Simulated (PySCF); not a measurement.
Input

```
{"job": {"kind": "nmr", "xc": "PBE0", "basis": "pcSseg-1"}, "charge": 0, "multiplicity": 1}
B      0.173853     1.872324    -0.796076
Si    -1.526850     0.833464    -0.883397
N     -1.419373    -0.254912     0.469717
C     -2.051677    -1.543638     0.540096
C     -0.972605    -2.541191     0.076091
C      0.356405    -1.848077     0.421178
C     -0.073681    -0.452833     0.949992
C      0.768943     0.640451     0.484036
C      1.665615     1.459867     0.281532
C      2.889222     2.238445     0.274423
H      0.735101     1.833419    -1.841559
H     -0.025785     2.965232    -0.379020
H     -1.745173     0.084557    -2.147091
H     -2.816445     1.517289    -0.667634
H     -2.339791    -1.756425     1.578847
H     -2.944306    -1.562985    -0.081061
H     -1.075636    -3.506443     0.569228
H     -1.054332    -2.692854    -0.999573
H      0.980364    -1.732032    -0.464830
H      0.926029    -2.393419     1.172315
H     -0.067931    -0.463365     2.054080
H      2.678244     3.264872     0.572093
H      3.317605     2.253386    -0.727127
H      3.610470     1.804634     0.968429
```

Launched as:

```sh
OMP_NUM_THREADS=1 python probes_run.py task.json out
```

Geometry: GFN2-xTB.

Computed with PBE0/pcSseg-1, SCF density, gas phase, non-relativistic in PySCF.

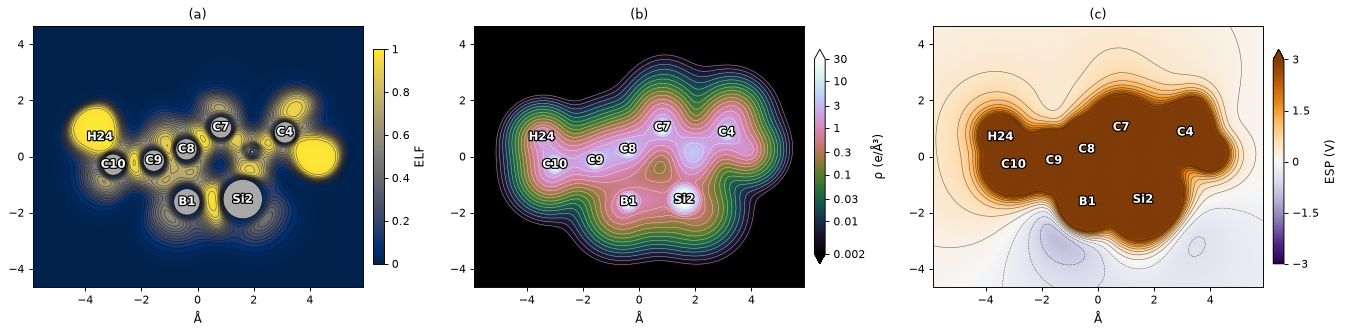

C$_{7}$H$_{14}$BNSi (SMILES B[SiH2]N1CCC[C@H]1C#CC). (a) electron localisation function; (b) electron density; (c) molecular electrostatic potential on the plane of atoms C7, C8 and C9. Grey discs cover the atomic cores in the ELF map.

> What does the map show?

- The plane passes through B, Si, C and H nuclei.
- C–C (1.23 Å): ρ is about 2.6 e/Å³ halfway; the ELF peaks at about 0.85 between the atoms; a short, multiple covalent bond.
- Si–B (1.99 Å): ρ is about 0.76 e/Å³ halfway; the ELF peaks at about 1 between the atoms (localised, covalent bonding).
- C–H (1.09 Å): ρ is about 2 e/Å³ halfway; the ELF climbs to about 1 towards the hydrogen, as it does in any bond to H (a covalent bond by its length).
- Outside the dense part of the molecule the potential is most negative (−1.0 V) near H11, which lies off the plane.
